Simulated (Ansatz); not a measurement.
# FH$_{6}$N$_{3}$Sn (SMILES [NH2][Sn]([NH2])([NH2])[F]): what the fields show

```yaml
atoms:
  - { symbol: F, position_ang: [1.0202, 1.8890, 0.3883] }
  - { symbol: N, position_ang: [-1.7761, 0.5994, -0.5442] }
  - { symbol: N, position_ang: [0.1157, -0.8834, 1.7505] }
  - { symbol: N, position_ang: [1.1226, -0.7737, -1.4141] }
  - { symbol: Sn, position_ang: [0.1121, 0.1923, 0.0423] }
  - { symbol: H, position_ang: [-1.8929, 1.5585, -0.8660] }
  - { symbol: H, position_ang: [-2.4490, 0.4321, 0.2018] }
  - { symbol: H, position_ang: [0.8164, -1.6224, 1.7314] }
  - { symbol: H, position_ang: [0.2799, -0.3133, 2.5782] }
  - { symbol: H, position_ang: [2.0715, -0.4247, -1.5361] }
  - { symbol: H, position_ang: [0.6450, -0.7109, -2.3115] }
```

Geometry: PBE0-D4/def2-SVP; core potentials replace the inner electrons of Sn.

The calculation used isolated molecule in a Gaussian basis; Kohn-Sham density functional theory, functional PBE0 in Ansatz 0.2.0.

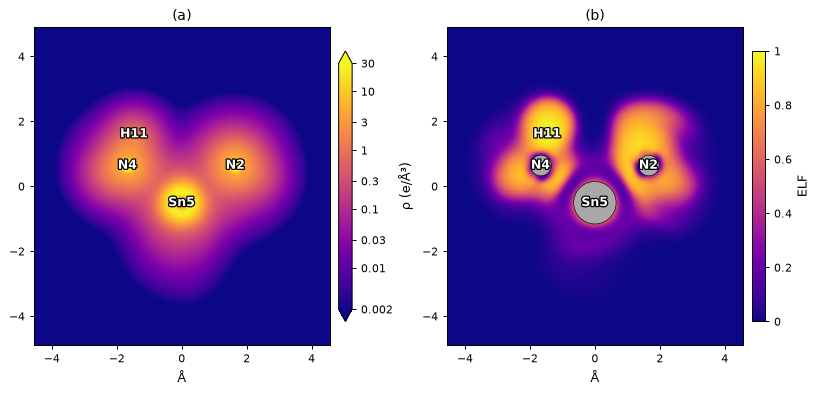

Figure 1. (a) electron density; (b) ELF on the plane of atoms N2, Sn5 and N4. Grey discs cover the atomic cores in the ELF map.

What do the fields say about this system?

Atoms in the plane: N, Sn and H.
Sn–N (2.02 Å): ρ is about 0.76 e/Å³ halfway; the ELF peaks at about 0.85 in the valence shell of N, 0.7 Å from its nucleus, and drops to about 0.15 between the two atoms.
N–H (1.02 Å): ρ at the midpoint is about 2.8 e/Å³; the ELF climbs to about 1 towards the hydrogen, as it does in any bond to H; a covalent bond by its length.
The ELF also peaks beside N2, away from the bonds: lone-pair regions.

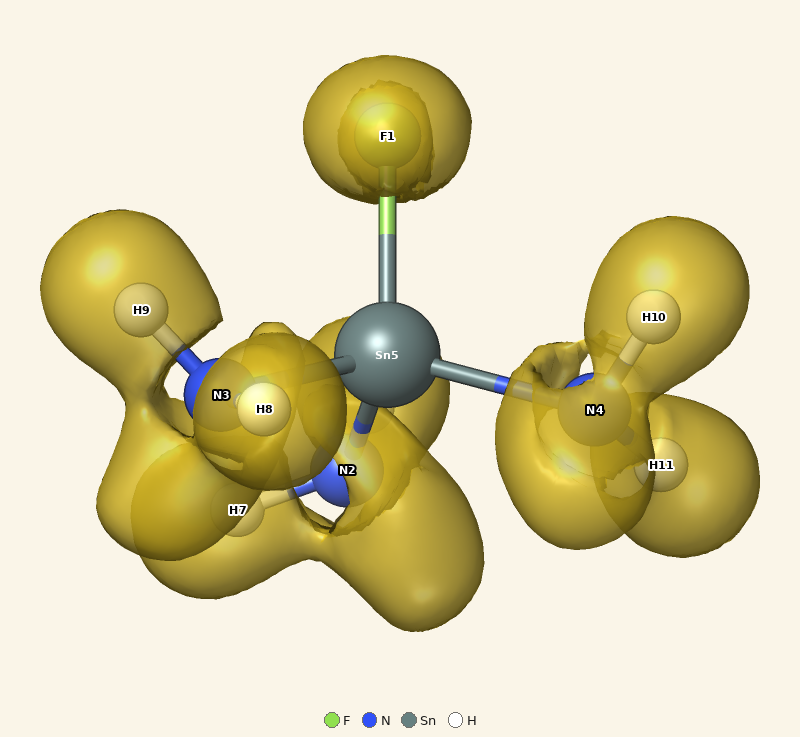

Figure 2. Isosurface of the ELF at 0.8 (yellow), seen from one side. Core shells and regions of very low density are left out.

What do the ELF domains correspond to?

The surface consists of one region wrapped around F (its valence shell) and three joined regions spread over several atoms (H, N), in which their bonds and any lone pairs are merged. Profiles from the grid: Sn–F (1.96 Å): the ELF peaks at about 0.80 in the valence shell of F, 0.5 Å from its nucleus, and drops to about 0.10 between the two atoms.

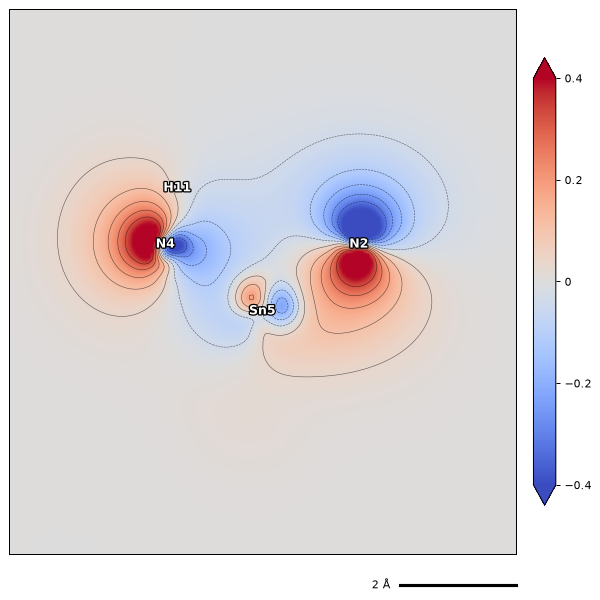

Figure 3. The HOMO on the plane of atoms N2, Sn5 and N4 (values in Å⁻³ᐟ²; the overall sign is arbitrary).

What is the character of this orbital?

Its weight (Hirshfeld) is mainly on N4 (about 50 %), N2 (about 20 %) and Sn5 (about 10 %). It is one of a degenerate set, so its orientation is arbitrary. Its energy is −7.91 eV.

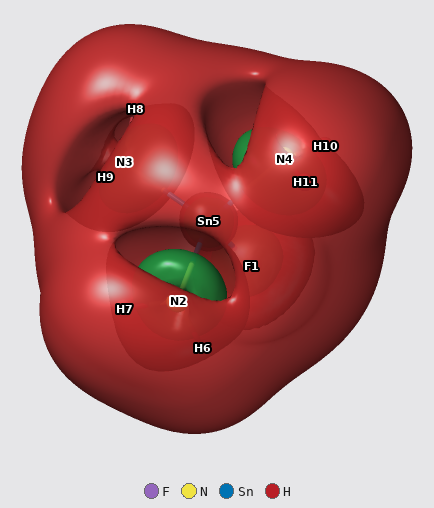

Figure 4. The LUMO at ±0.04 Å⁻³ᐟ² (green and red are the two phases), seen at a tilt.

Where does this orbital lie, and at what energy?

It lies mainly on Sn5 (about 40 %), N2 (about 10 %), N3 (about 10 %), N4 (about 10 %) and F1 (about 10 %). Its energy is −1.03 eV.
